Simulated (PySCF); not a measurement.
## A study: C₃H₉ClSi, SMILES `C[Si](C)(C)Cl`

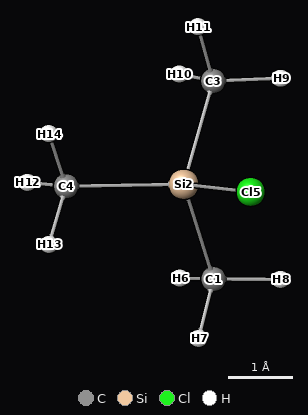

The molecule, with its atoms numbered as below. No frequency check shows the geometry to be a minimum.

Geometry (Å), atoms numbered from 1:

```
C1      -0.8978   -1.3515    1.2035
Si2     -0.3029    0.0004    0.0001
C3      -0.9032   -0.3640   -1.7697
C4      -0.8947    1.7196    0.5697
Cl5      1.7417   -0.0022   -0.0021
H6      -1.9818   -1.3957    1.2409
H7      -0.5395   -1.1700    2.2118
H8      -0.5504   -2.3307    0.9023
H9      -0.5400   -1.3293   -2.1197
H10     -1.9873   -0.3782   -1.8225
H11     -0.5480    0.3851   -2.4702
H12     -1.9786    1.7757    0.5904
H13     -0.5329    1.9488    1.5723
H14     -0.5359    2.5016   -0.0920
```

Part 1: Bonding charge

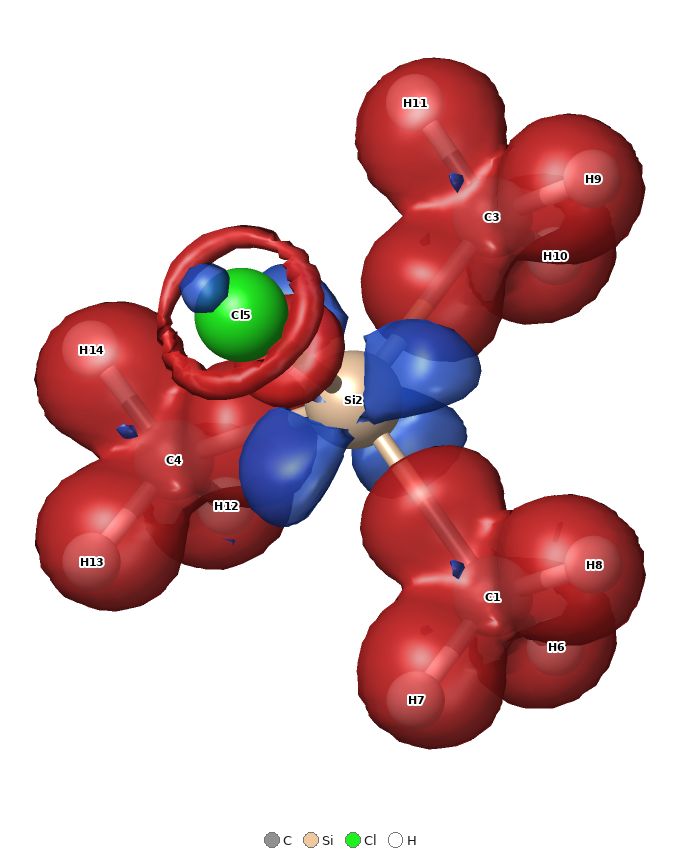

Deformation density (molecule less spherical, spin-averaged free atoms at the same positions), surfaces at ±0.08 e/Å³; red: gain, blue: loss.

PySCF calculation, ωB97X/def2-SVP, gas phase; geometry: GFN2-xTB.

**How much density has each bond gained at its critical point, relative to the free atoms?**

C1–H8, C4–H14, C3–H11 and C1–H7: +0.66 e/Å³ at the bond critical point (bond length 1.08 Å, Mayer order 1.0). C4–H12, C3–H10 and C1–H6: +0.65 e/Å³ at the bond critical point (bond length 1.08 Å, Mayer order 1.0). C3–H9 and C4–H13: +0.65 e/Å³ at the bond critical point (bond length 1.09 Å, Mayer order 1.0). Si2–C3: +0.16 e/Å³ at the bond critical point (bond length 1.90 Å, Mayer order 1.0). C1–Si2 and Si2–C4: +0.16 e/Å³ at the bond critical point (bond length 1.91 Å, Mayer order 1.0). Si2–Cl5: +0.03 e/Å³ at the bond critical point (bond length 2.04 Å, Mayer order 1.1); up to 0.6 Å beside the axis the gain reaches +0.17 e/Å³. In all, 3.0 electrons gather in the regions of gain relative to the promolecule. A small or negative value marks a very polar bond, one between electron-rich atoms, whose free-atom densities already overlap strongly, a long bond to a heavier atom, or a closed-shell contact such as a hydrogen bond.

Part 2: Bond critical points

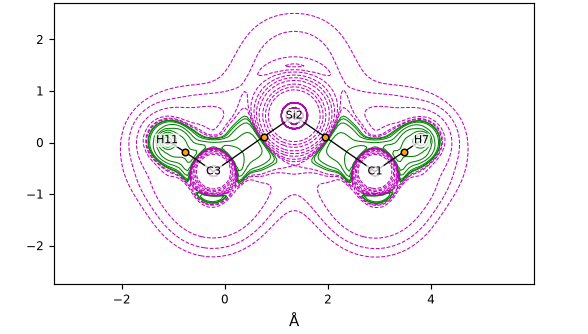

Negative Laplacian of the density (−∇²ρ) in the plane of C1, Si2, C3, H7 and H11 (solid green lines positive, dashed magenta lines negative, contours at ±0.02 to ±8 a.u.), with bond paths and bond critical points (dots).

**At which bond critical points in this plane is charge locally concentrated, and at which depleted?**

Concentrated (∇²ρ < 0): C3–H11 and C1–H7 (−0.98 a.u.). Depleted (∇²ρ > 0): Si2–C3 (+0.30 a.u., H = −0.060); C1–Si2 (+0.30 a.u., H = −0.060). A positive Laplacian with clearly negative H marks a strongly polar covalent bond, whose critical point lies close to the core of the less electronegative atom.

**Where along C3–H11 does the critical point lie?**

0.68 Å from C3 and 0.41 Å from H11.

Part 3: Local ionisation energy

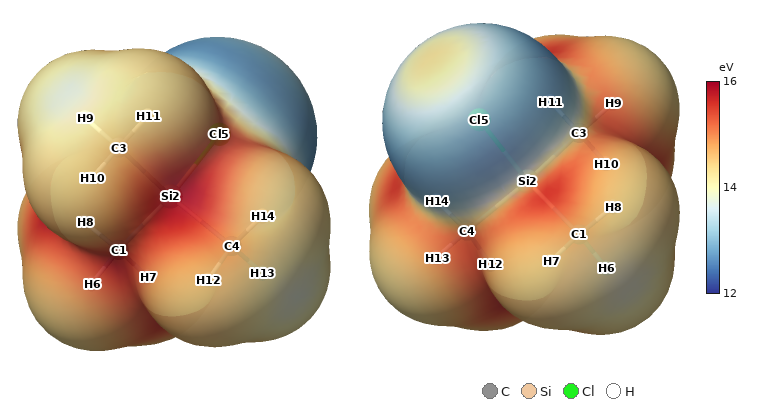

Average local ionisation energy on the surface of electron density 0.001 a.u. (back view left, front view right).

**Locate the minima of the map.**

The lowest value is 12.6 eV, 2.1 Å from Cl5, and at like points elsewhere. Further minima include 13.7 eV, near H12 (1.79 Å), H14 (1.87 Å), H13 (1.88 Å) and C4 (1.94 Å), and at like points elsewhere. For comparison, the highest occupied orbital lies at −10.6 eV.

Part 4: In an electric field

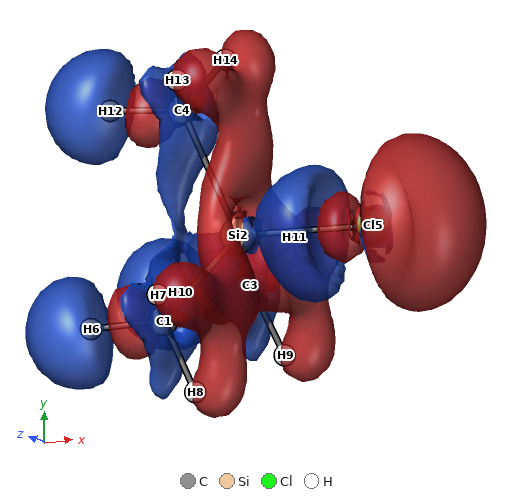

Change of the electron density in a uniform field of 0.26 V/Å, surfaces at ±0.002 e/Å³ (red: gain, blue: loss).

Level of theory: PBE0/def2-SVPD (PySCF), at a geometry from GFN2-xTB.

**Along which Cartesian direction does the field point?**

Along −x: electrons gather on the +x side, against the field.

**How large is the response?**

The induced dipole is 1.00 D (along the field); α along this axis, from the fields in both directions, is 79 bohr³ (11.6 Å³).

**Which atoms gain and lose the most charge?**

Electrons gather most on Cl5 (Hirshfeld charge changes by −0.027 e) and leave H6, H10 and H12 alike most (+0.011 e); 0.089 electrons are displaced in all.

Part 5: Localised orbitals

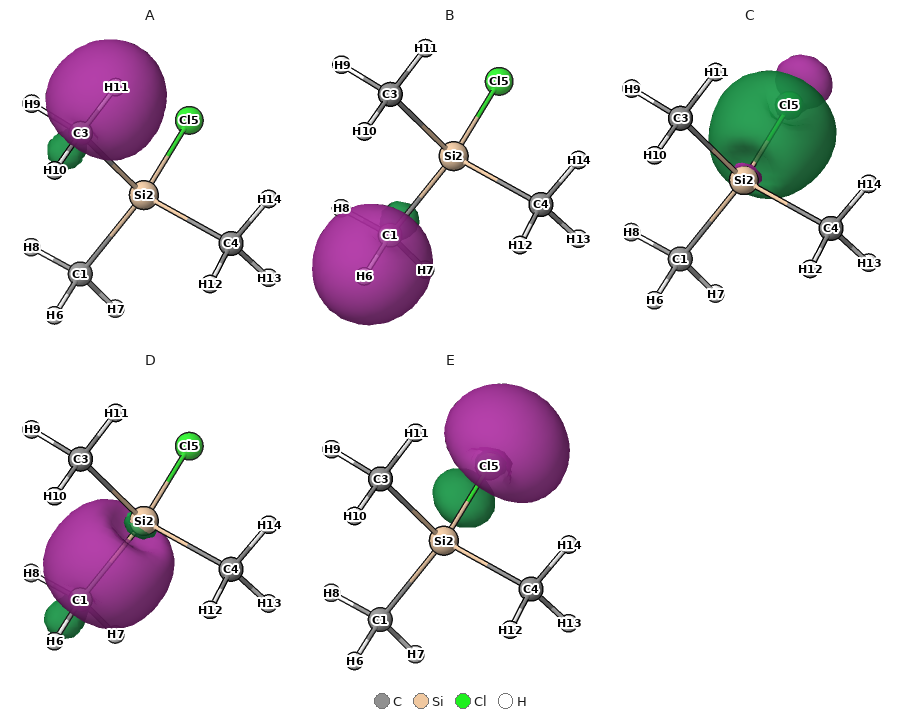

Foster–Boys orbitals, occupied; each surface holds about 80 % of the orbital's density. Energies are diagonal elements of the Fock matrix.

PySCF calculation, HF/6-311+G**, gas phase; geometry: GFN2-xTB.

**What does each orbital represent in a Lewis picture?**

By panel:
- A: σ bond C3–H11 (C3 55 %, H11 44 %; −17.9 eV)
- B: σ bond C1–H6 (C1 55 %, H6 44 %; −18.0 eV)
- C: σ bond Cl5–Si2 (Cl5 72 %, Si2 27 %; −20.1 eV)
- D: σ bond C1–Si2 (C1 62 %, Si2 37 %; −16.0 eV)
- E: lone pair on Cl5 (sp2.7-type) (Cl5 98 %; −16.6 eV)

**How do all the valence pairs divide up?**

16 pairs: 13 σ bonds and 3 lone pairs.

The PySCF runs shown took 18 s, 69 s and 6.1 s on 1 thread of Intel(R) Xeon(R) Platinum 8259CL CPU @ 2.50GHz (Skylake/Cascade Lake) (shared host).
